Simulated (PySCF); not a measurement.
GaP: geometry relaxation (part 1 of 2)

System: GaP, multiplicity 3.
Method: UHF/lanl2dz, optimize (PySCF 2.14.0).

Figures and captions count atoms from 1; the log counts them from 0 in places.

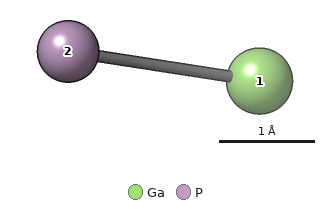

The starting structure (ball-and-stick view, seen at a tilt; atoms are numbered from 1 in the order of the input). Sticks mark near contacts.

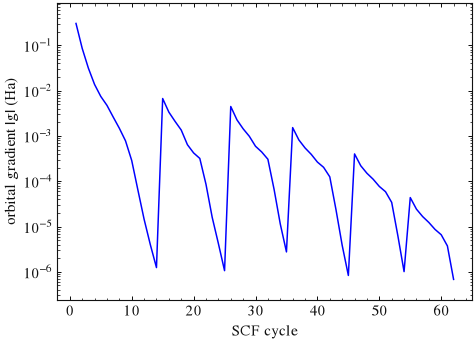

Convergence of the self-consistent field: orbital gradient |g| against the SCF cycle. All cycles printed in the log are drawn one after another.

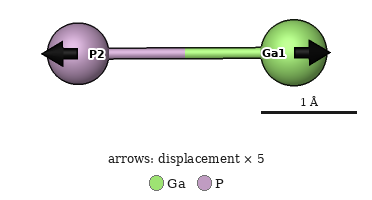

The starting structure with the displacements as black arrows, magnified 5 times (ball-and-stick view, seen at a tilt). The two geometries are laid on each other by the best rigid fit. The largest moves after the best rigid fit, 0.079 Å, are those of Ga1 and P2. By element the largest moves are Ga 0.079 Å, P 0.079 Å. Among the contacts that change: Ga1–P2 2.270 → 2.428 Å. (Atoms are counted from 1 in the order of the input.)

The input that produced these results follows, with the program's output.

### Input file
```python
from pyscf import gto, scf
from pyscf.geomopt.geometric_solver import optimize

mol = gto.M(
    atom='Ga 0 0 0; P 0 0 2.27',
    basis='lanl2dz',
    ecp={'Ga': 'lanl2dz', 'P': 'lanl2dz'},
    charge=0,
    spin=2,
    verbose=4,
)
mf = scf.UHF(mol)
mf.kernel()
mol_eq = optimize(mf, maxsteps=30)
print('optimised geometry (angstrom)')
print(mol_eq.tostring('raw'))
print('orbital energies (hartree):', [e[max(0, n-3):n+3].round(4) for e, n in zip(mf.mo_energy, mol.nelec)])
```

Launch command:
```bash
OMP_NUM_THREADS=1 python input.py
```

### What the program printed
```
PySCF version 2.14.0

[INPUT] verbose = 4
[INPUT] num. atoms = 2
[INPUT] num. electrons = 8
[INPUT] charge = 0
[INPUT] spin (= nelec alpha-beta = 2S) = 2
[INPUT] symmetry False subgroup None
[INPUT] Mole.unit = angstrom
[INPUT] Symbol           X                Y                Z      unit          X                Y                Z       unit  Magmom
[INPUT]  1 Ga     0.000000000000   0.000000000000   0.000000000000 AA    0.000000000000   0.000000000000   0.000000000000 Bohr   0.0
[INPUT]  2 P      0.000000000000   0.000000000000   2.270000000000 AA    0.000000000000   0.000000000000   4.289678302763 Bohr   0.0

nuclear repulsion = 3.49676571092511
number of shells = 8
number of NR pGTOs = 24
number of NR cGTOs = 16
basis = lanl2dz
ecp = {'Ga': 'lanl2dz', 'P': 'lanl2dz'}

******** <class 'pyscf.scf.uhf.UHF'> ********
method = UHF
initial guess = minao
damping factor = 0
level_shift factor = 0
DIIS = <class 'pyscf.scf.diis.CDIIS'>
diis_start_cycle = 1
diis_space = 8
diis_damp = 0
SCF conv_tol = 1e-09
SCF conv_tol_grad = None
SCF max_cycles = 50
direct_scf = True
direct_scf_tol = 1e-13
number electrons alpha = 5  beta = 3
Set gradient conv threshold to 3.16228e-05
init E= 3.43638576645702
  alpha nocc = 5  HOMO = 0.0391086141987301  LUMO = 0.127015116822414

WARN: beta  nocc = 3  HOMO 0.019213798809927 >= LUMO 0.0192137988099276

WARN: HOMO 0.0391086141987301 >= LUMO 0.0192137988099276

cycle= 1 E= -8.17943949524697  delta_E= -11.6  |g|= 0.305  |ddm|= 2.61
  alpha nocc = 5  HOMO = -0.353565061366856  LUMO = 0.0285011607631174
  beta  nocc = 3  HOMO = -0.334936411783153  LUMO = -0.0699989505829358
  HOMO = -0.334936411783  LUMO = -0.0699989505829  gap/eV = 7.20932
cycle= 2 E= -8.24316271962911  delta_E= -0.0637  |g|= 0.086  |ddm|= 0.518
  alpha nocc = 5  HOMO = -0.294901277862402  LUMO = 0.043605587754283
  beta  nocc = 3  HOMO = -0.262772767635001  LUMO = -0.0159386924431476
  HOMO = -0.262772767635  LUMO = -0.0159386924431  gap/eV = 6.71670
cycle= 3 E= -8.25158695867091  delta_E= -0.00842  |g|= 0.0314  |ddm|= 0.192
  alpha nocc = 5  HOMO = -0.309892796270037  LUMO = 0.0491686947712334
  beta  nocc = 3  HOMO = -0.273334218483688  LUMO = -0.00975618416987756
  HOMO = -0.273334218484  LUMO = -0.00975618416988  gap/eV = 7.17232
cycle= 4 E= -8.25362207274036  delta_E= -0.00204  |g|= 0.0137  |ddm|= 0.064
  alpha nocc = 5  HOMO = -0.31030078897975  LUMO = 0.0484946216258717
  beta  nocc = 3  HOMO = -0.268548491959497  LUMO = -0.0101972781554781
  HOMO = -0.268548491959  LUMO = -0.0101972781555  gap/eV = 7.03009
cycle= 5 E= -8.25457422734859  delta_E= -0.000952  |g|= 0.00747  |ddm|= 0.0616
  alpha nocc = 5  HOMO = -0.315024638976463  LUMO = 0.0480912338200731
  beta  nocc = 3  HOMO = -0.265075062895412  LUMO = -0.0105440564437885
  HOMO = -0.265075062895  LUMO = -0.0105440564438  gap/eV = 6.92614
cycle= 6 E= -8.25511406767099  delta_E= -0.00054  |g|= 0.00474  |ddm|= 0.0501
  alpha nocc = 5  HOMO = -0.321055548318339  LUMO = 0.0480688563819603
  beta  nocc = 3  HOMO = -0.262675146645666  LUMO = -0.0109624747395213
  HOMO = -0.262675146646  LUMO = -0.0109624747395  gap/eV = 6.84945
cycle= 7 E= -8.25538790517859  delta_E= -0.000274  |g|= 0.00263  |ddm|= 0.0427
  alpha nocc = 5  HOMO = -0.324647134674242  LUMO = 0.0481972958257566
  beta  nocc = 3  HOMO = -0.260420417119322  LUMO = -0.0109112448271673
  HOMO = -0.260420417119  LUMO = -0.0109112448272  gap/eV = 6.78949
cycle= 8 E= -8.25547871136937  delta_E= -9.08e-05  |g|= 0.00148  |ddm|= 0.0278
  alpha nocc = 5  HOMO = -0.326637231252834  LUMO = 0.0481107077234176
  beta  nocc = 3  HOMO = -0.259195039912253  LUMO = -0.0110793199006336
  HOMO = -0.259195039912  LUMO = -0.0110793199006  gap/eV = 6.75157
cycle= 9 E= -8.2555060197906  delta_E= -2.73e-05  |g|= 0.000779  |ddm|= 0.0148
  alpha nocc = 5  HOMO = -0.327752861869195  LUMO = 0.0483697315133784
  beta  nocc = 3  HOMO = -0.258505674842478  LUMO = -0.0110915146986017
  HOMO = -0.258505674842  LUMO = -0.0110915146986  gap/eV = 6.73248
cycle= 10 E= -8.25551620519331  delta_E= -1.02e-05  |g|= 0.000287  |ddm|= 0.0106
  alpha nocc = 5  HOMO = -0.328159424401114  LUMO = 0.0482889878770105
  beta  nocc = 3  HOMO = -0.258101444232169  LUMO = -0.0111348438760714
  HOMO = -0.258101444232  LUMO = -0.0111348438761  gap/eV = 6.72030
cycle= 11 E= -8.25551742976835  delta_E= -1.22e-06  |g|= 6.39e-05  |ddm|= 0.00447
  alpha nocc = 5  HOMO = -0.328215478786156  LUMO = 0.04830102132591
  beta  nocc = 3  HOMO = -0.258071712713851  LUMO = -0.0111430188755973
  HOMO = -0.258071712714  LUMO = -0.0111430188756  gap/eV = 6.71927
cycle= 12 E= -8.25551745123504  delta_E= -2.15e-08  |g|= 1.45e-05  |ddm|= 0.000614
  alpha nocc = 5  HOMO = -0.328213596053853  LUMO = 0.0483040801554568
  beta  nocc = 3  HOMO = -0.258072328917443  LUMO = -0.0111407465629766
  HOMO = -0.258072328917  LUMO = -0.011140746563  gap/eV = 6.71935
cycle= 13 E= -8.2555174519301  delta_E= -6.95e-10  |g|= 4.01e-06  |ddm|= 7.97e-05
  alpha nocc = 5  HOMO = -0.328214204093513  LUMO = 0.0483041786902283
  beta  nocc = 3  HOMO = -0.258072369552459  LUMO = -0.0111408286590761
  HOMO = -0.258072369552  LUMO = -0.0111408286591  gap/eV = 6.71935
Extra cycle  E= -8.2555174519749  delta_E= -4.48e-11  |g|= 2.15e-06  |ddm|= 1.05e-05
converged SCF energy = -8.2555174519749  <S^2> = 2.1007492  2S+1 = 3.0664306
Create scanner for <class 'pyscf.grad.uhf.Gradients'>
Create scanner for <class 'pyscf.scf.uhf.UHF'>
input.py

Current date and time:

#|     Arguments passed to driver run_optimizer():      |#
customengine              <pyscf.geomopt.geometric_solver.PySCFEngine object>
logIni                    [file]
maxiter                   30
----------------------------------------------------------
Custom engine selected.
Bonds will be generated from interatomic distances less than 1.20 times sum of covalent radii
6 internal coordinates being used (instead of 6 Cartesians)
Internal coordinate system (atoms numbered from 1):
Distance 1-2
Translation-X 1-2
Translation-Y 1-2
Translation-Z 1-2
Rotation-A 1-2
Rotation-B 1-2
Rotation-C 1-2
<class 'geometric.internal.Distance'> : 1
<class 'geometric.internal.TranslationX'> : 1
<class 'geometric.internal.TranslationY'> : 1
<class 'geometric.internal.TranslationZ'> : 1
<class 'geometric.internal.RotationA'> : 1
<class 'geometric.internal.RotationB'> : 1
<class 'geometric.internal.RotationC'> : 1
> ===== Optimization Info: ====
> Job type: Energy minimization
> Maximum number of optimization cycles: 30
> Initial / maximum trust radius (Angstrom): 0.100 / 0.300
> Convergence Criteria:
> Will converge when all 5 criteria are reached:
>  |Delta-E| < 1.00e-06
>  RMS-Grad  < 3.00e-04
>  Max-Grad  < 4.50e-04
>  RMS-Disp  < 1.20e-03
>  Max-Disp  < 1.80e-03
> === End Optimization Info ===

Geometry optimization cycle 1
Cartesian coordinates (Angstrom)
 Atom        New coordinates             dX        dY        dZ
  Ga   0.000000   0.000000   0.000000    0.000000  0.000000  0.000000
   P   0.000000   0.000000   2.270000    0.000000  0.000000  0.000000

WARN: Mole.unit (angstrom) is changed to Bohr

New geometry
   1 Ga     0.000000000000   0.000000000000   0.000000000000 AA    0.000000000000   0.000000000000   0.000000000000 Bohr
   2 P      0.000000000000   0.000000000000   2.270000000000 AA    0.000000000000   0.000000000000   4.289678302763 Bohr

******** <class 'pyscf.scf.hf.UHF_Scanner'> ********
method = UHF_Scanner
initial guess = minao
damping factor = 0
level_shift factor = 0
DIIS = <class 'pyscf.scf.diis.CDIIS'>
diis_start_cycle = 1
diis_space = 8
diis_damp = 0
SCF conv_tol = 1e-09
SCF conv_tol_grad = None
SCF max_cycles = 50
direct_scf = True
direct_scf_tol = 1e-13
number electrons alpha = 5  beta = 3
Set gradient conv threshold to 3.16228e-05
init E= -8.2555174519749
  alpha nocc = 5  HOMO = -0.328214871471923  LUMO = 0.0483041654407498
  beta  nocc = 3  HOMO = -0.258072445786801  LUMO = -0.0111408340306722
  HOMO = -0.258072445787  LUMO = -0.0111408340307  gap/eV = 6.71935
cycle= 1 E= -8.25551745198904  delta_E= -1.41e-11  |g|= 1.24e-06  |ddm|= 5.63e-06
  alpha nocc = 5  HOMO = -0.328215063507783  LUMO = 0.048304167625416
  beta  nocc = 3  HOMO = -0.258072401060877  LUMO = -0.011140815353913
  HOMO = -0.258072401061  LUMO = -0.0111408153539  gap/eV = 6.71935
Extra cycle  E= -8.25551745199376  delta_E= -4.72e-12  |g|= 7.12e-07  |ddm|= 3.3e-06
converged SCF energy = -8.25551745199376  <S^2> = 2.1007509  2S+1 = 3.0664318

******** <class 'pyscf.grad.rhf.Gradients_Scanner'> for <class 'pyscf.scf.hf.UHF_Scanner'> ********
unit = Eh/Bohr
--------------- UHF_Scanner gradients ---------------
         x                y                z
0 Ga    -0.0000000000     0.0000000000     0.0232309017
1 P     0.0000000000    -0.0000000000    -0.0232309017
----------------------------------------------
cycle 1: E = -8.25551745199  dE = -8.25552  norm(grad) = 0.0328535
Step    0 : Gradient = 2.323e-02/2.323e-02 (rms/max) Energy = -8.2555174520
Hessian Eigenvalues: 5.00000e-02 5.00000e-02 5.00000e-02 ... 5.00000e-02 5.00000e-02 1.58127e-01

Geometry optimization cycle 2
Cartesian coordinates (Angstrom)
 Atom        New coordinates             dX        dY        dZ
  Ga   0.000000  -0.000000  -0.038872    0.000000 -0.000000 -0.038872
   P  -0.000000   0.000000   2.308872   -0.000000  0.000000  0.038872
New geometry
   1 Ga     0.000000000000  -0.000000000000  -0.038871529839 AA    0.000000000000  -0.000000000000  -0.073456545439 Bohr
   2 P     -0.000000000000   0.000000000000   2.308871529839 AA   -0.000000000000   0.000000000000   4.363134848202 Bohr

******** <class 'pyscf.scf.hf.UHF_Scanner'> ********
method = UHF_Scanner
initial guess = minao
damping factor = 0
level_shift factor = 0
DIIS = <class 'pyscf.scf.diis.CDIIS'>
diis_start_cycle = 1
diis_space = 8
diis_damp = 0
SCF conv_tol = 1e-09
SCF conv_tol_grad = None
SCF max_cycles = 50
direct_scf = True
direct_scf_tol = 1e-13
number electrons alpha = 5  beta = 3
Set gradient conv threshold to 3.16228e-05
init E= -8.242325369141
  alpha nocc = 5  HOMO = -0.326743382367721  LUMO = 0.0391764639668322
  beta  nocc = 3  HOMO = -0.25338653219116  LUMO = -0.0129760559632894
  HOMO = -0.253386532191  LUMO = -0.0129760559633  gap/eV = 6.54190
cycle= 1 E= -8.25770782348253  delta_E= -0.0154  |g|= 0.00671  |ddm|= 0.0404
  alpha nocc = 5  HOMO = -0.320946266827869  LUMO = 0.0433482932551404
  beta  nocc = 3  HOMO = -0.249408809208595  LUMO = -0.00824460687902695
  HOMO = -0.249408809209  LUMO = -0.00824460687903  gap/eV = 6.56241
cycle= 2 E= -8.25779590120672  delta_E= -8.81e-05  |g|= 0.00336  |ddm|= 0.015
  alpha nocc = 5  HOMO = -0.323772394483913  LUMO = 0.0429647352756296
  beta  nocc = 3  HOMO = -0.250619862625089  LUMO = -0.00872914608476871
  HOMO = -0.250619862625  LUMO = -0.00872914608477  gap/eV = 6.58218
cycle= 3 E= -8.25782202341282  delta_E= -2.61e-05  |g|= 0.0021  |ddm|= 0.00654
  alpha nocc = 5  HOMO = -0.324697772751703  LUMO = 0.0428398439645504
  beta  nocc = 3  HOMO = -0.250372756045214  LUMO = -0.00898265952250088
  HOMO = -0.250372756045  LUMO = -0.0089826595225  gap/eV = 6.56856
cycle= 4 E= -8.25785046622815  delta_E= -2.84e-05  |g|= 0.00135  |ddm|= 0.01
  alpha nocc = 5  HOMO = -0.326053405406964  LUMO = 0.0429602528202143
  beta  nocc = 3  HOMO = -0.249924515730256  LUMO = -0.00892677155749921
  HOMO = -0.24992451573  LUMO = -0.0089267715575  gap/eV = 6.55788
cycle= 5 E= -8.25786809058933  delta_E= -1.76e-05  |g|= 0.000641  |ddm|= 0.0117
  alpha nocc = 5  HOMO = -0.32670675535116  LUMO = 0.0430210726283206
  beta  nocc = 3  HOMO = -0.249620789180121  LUMO = -0.00892757083262985
  HOMO = -0.24962078918  LUMO = -0.00892757083263  gap/eV = 6.54960
cycle= 6 E= -8.25787238080214  delta_E= -4.29e-06  |g|= 0.000422  |ddm|= 0.00511
  alpha nocc = 5  HOMO = -0.327166156197617  LUMO = 0.0430502557307966
  beta  nocc = 3  HOMO = -0.249411208548726  LUMO = -0.00894998658798329
  HOMO = -0.249411208549  LUMO = -0.00894998658798  gap/eV = 6.54328
cycle= 7 E= -8.25787460492107  delta_E= -2.22e-06  |g|= 0.000319  |ddm|= 0.0032
  alpha nocc = 5  HOMO = -0.328089366591252  LUMO = 0.0431480086280922
  beta  nocc = 3  HOMO = -0.248912626409523  LUMO = -0.00896693052580688
  HOMO = -0.24891262641  LUMO = -0.00896693052581  gap/eV = 6.52925
cycle= 8 E= -8.25787726223939  delta_E= -2.66e-06  |g|= 8.55e-05  |ddm|= 0.00713
  alpha nocc = 5  HOMO = -0.328322571331603  LUMO = 0.0431577331760687
  beta  nocc = 3  HOMO = -0.24877982803198  LUMO = -0.00898408063460654
  HOMO = -0.248779828032  LUMO = -0.00898408063461  gap/eV = 6.52517
cycle= 9 E= -8.25787739740989  delta_E= -1.35e-07  |g|= 1.6e-05  |ddm|= 0.0018
  alpha nocc = 5  HOMO = -0.328330572687763  LUMO = 0.0431625559704094
  beta  nocc = 3  HOMO = -0.248777465280208  LUMO = -0.00898328389962233
  HOMO = -0.24877746528  LUMO = -0.00898328389962  gap/eV = 6.52513
cycle= 10 E= -8.25787739853243  delta_E= -1.12e-09  |g|= 4.22e-06  |ddm|= 9.74e-05
  alpha nocc = 5  HOMO = -0.328335300576762  LUMO = 0.0431631038100515
  beta  nocc = 3  HOMO = -0.248775124112945  LUMO = -0.0089831685854127
  HOMO = -0.248775124113  LUMO = -0.00898316858541  gap/eV = 6.52507
cycle= 11 E= -8.25787739862823  delta_E= -9.58e-11  |g|= 1.06e-06  |ddm|= 3.34e-05
  alpha nocc = 5  HOMO = -0.328335146805823  LUMO = 0.0431630160879104
  beta  nocc = 3  HOMO = -0.248774903576455  LUMO = -0.00898321266274327
  HOMO = -0.248774903576  LUMO = -0.00898321266274  gap/eV = 6.52506
Extra cycle  E= -8.25787739863118  delta_E= -2.95e-12  |g|= 5.76e-07  |ddm|= 3.27e-06
converged SCF energy = -8.25787739863118  <S^2> = 2.134809  2S+1 = 3.0885653

******** <class 'pyscf.grad.rhf.Gradients_Scanner'> for <class 'pyscf.scf.hf.UHF_Scanner'> ********
unit = Eh/Bohr
--------------- UHF_Scanner gradients ---------------
         x                y                z
0 Ga     0.0000000000    -0.0000000000     0.0096148255
1 P    -0.0000000000     0.0000000000    -0.0096148255
----------------------------------------------
cycle 2: E = -8.25787739863  dE = -0.00235995  norm(grad) = 0.0135974
Step    1 : Displace = 3.887e-02/3.887e-02 (rms/max) Trust = 1.000e-01 (=) Grad = 9.615e-03/9.615e-03 (rms/max) E (change) = -8.2578773986 (-2.360e-03) Quality = 1.383
Hessian Eigenvalues: 5.00000e-02 5.00000e-02 5.00000e-02 ... 5.00000e-02 5.00000e-02 9.26812e-02

Geometry optimization cycle 3
Cartesian coordinates (Angstrom)
 Atom        New coordinates             dX        dY        dZ
  Ga  -0.000000  -0.000000  -0.066320   -0.000000 -0.000000 -0.027449
   P   0.000000   0.000000   2.336320    0.000000  0.000000  0.027449
New geometry
   1 Ga    -0.000000000000  -0.000000000000  -0.066320184816 AA   -0.000000000000  -0.000000000000  -0.125326985832 Bohr
   2 P      0.000000000000   0.000000000000   2.336320184816 AA    0.000000000000   0.000000000000   4.415005288595 Bohr
```
